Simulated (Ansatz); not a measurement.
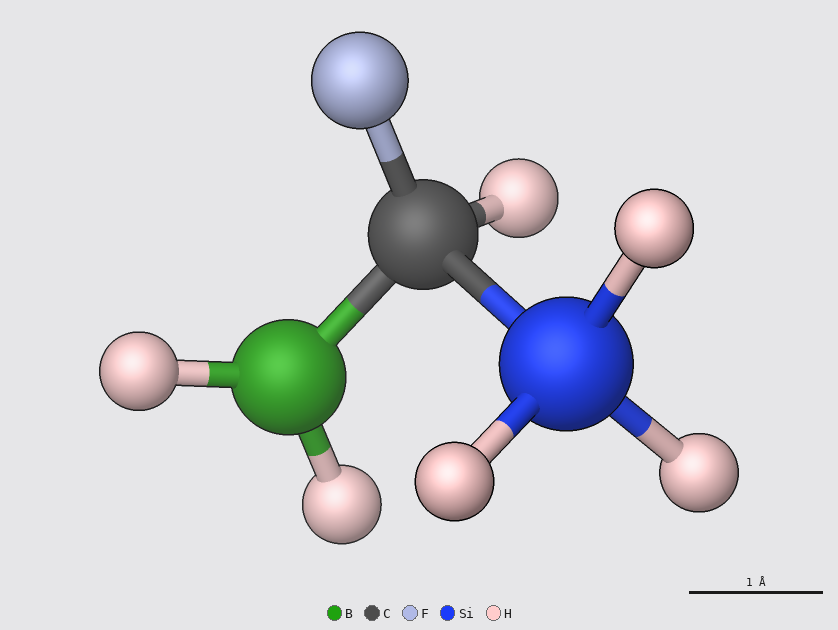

Ball-and-stick drawing of a structure. Every bond is drawn as one stick, whatever its order.

Computed geometry: PBE0-D4/def2-TZVP optimisation.

Describe the molecule.

It has 10 atoms: 1 carbon, 6 hydrogen, 1 boron, 1 fluorine and 1 silicon (CH6BFSi). Its SMILES string is `B[C@@H](F)[SiH3]`. It has no ring. Among its groups: C–F bond, Si–H bond, B–H bond. The point group is C1. Coordination: 1 B trigonal planar; 1 C tetrahedral; 1 Si tetrahedral.

More results for the same structure follow; atom numbers are the same in all pictures, views and colours differ.

## Shape

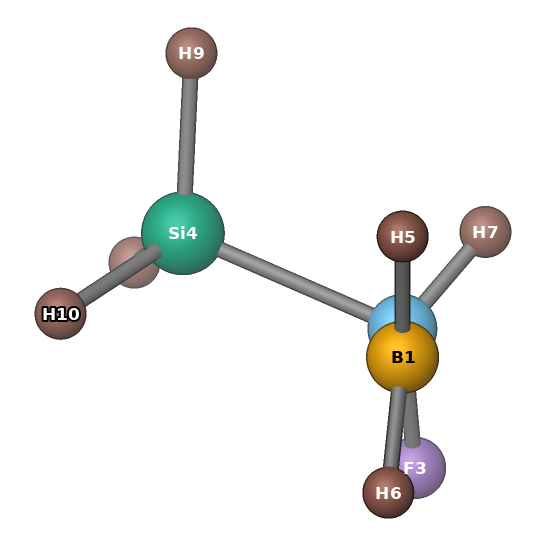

C2 lies behind B1. The molecule seen nearly along the B1–C2 bond, B1 in front. Distant atoms are faded towards the background colour.

> What is the torsion angle H5–B1–C2–Si4? The sign is positive where the front bond must turn clockwise to cover the back bond.

−68°, synclinal (gauche).

## Levels of theory compared

Program: Ansatz 0.2.0.

Compare dipole (D), HOMO–LUMO gap (eV) at these levels: B3LYP-D4/def2-TZVPP; PBE-D4/def2-TZVPP; r2SCAN-D4/def2-TZVPP; ωB97M-V/def2-TZVPP.

| level | dipole (D) | HOMO–LUMO gap (eV) |
| --- | --- | --- |
| B3LYP-D4/def2-TZVPP | 1.57 | 6.44 |
| PBE-D4/def2-TZVPP | 1.46 | 4.51 |
| r2SCAN-D4/def2-TZVPP | 1.50 | 5.14 |
| ωB97M-V/def2-TZVPP | 1.56 | 11.05 |

## Vibrations

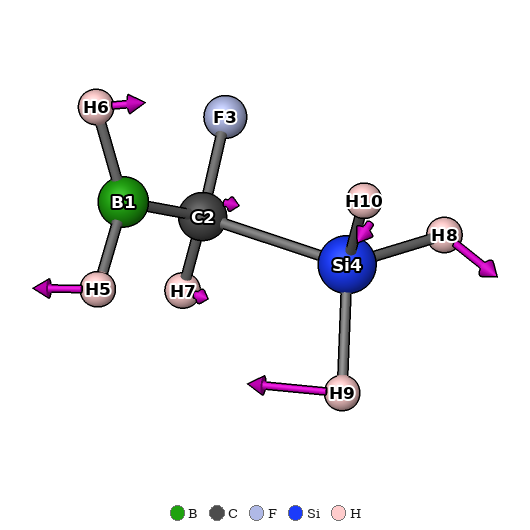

The arrows show one normal mode. Harmonic vibrations computed with RKS PBE0-D4/def2-TZVP (Ansatz 0.2.0) at a stationary point of the same level.

> Estimate its harmonic wavenumber.

574 cm⁻¹; it is mode 7 of 24 counted from the lowest.

## Charges

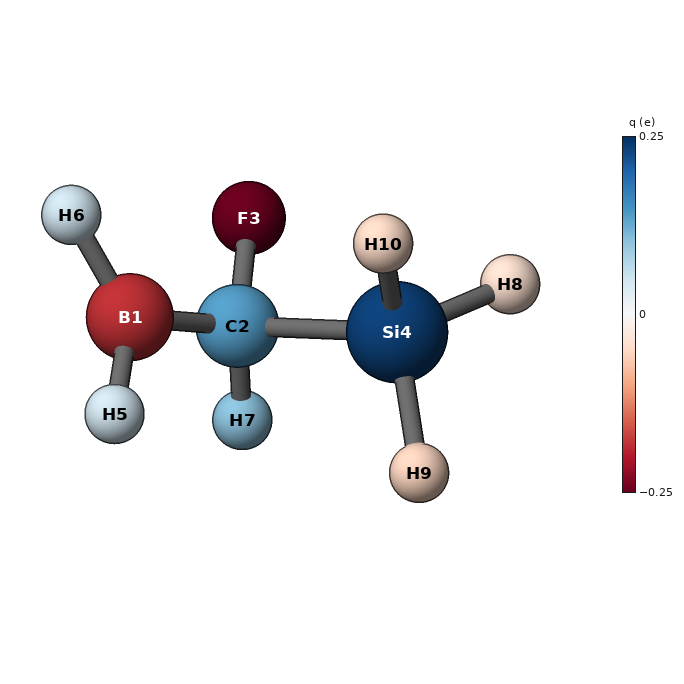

Atoms are coloured by their Mulliken charges. Level of theory: RKS B3LYP-D4/def2-TZVPP (Ansatz 0.2.0).

> Which atom carries the highest charge (most positive or least negative)?

Si4 (0.23 e).

> And the lowest?

F3 (−0.24 e).

Give the Mulliken charges atom by atom.

```json
{"atom": "B1", "value (e)": "−0.18"}
{"atom": "C2", "value (e)": "0.14"}
{"atom": "F3", "value (e)": "−0.24"}
{"atom": "Si4", "value (e)": "0.23"}
{"atom": "H5", "value (e)": "0.05"}
{"atom": "H6", "value (e)": "0.05"}
{"atom": "H7", "value (e)": "0.10"}
{"atom": "H8", "value (e)": "−0.04"}
{"atom": "H9", "value (e)": "−0.05"}
{"atom": "H10", "value (e)": "−0.05"}
```

Mulliken values depend strongly on the basis set and can even reverse the polarity of a bond.
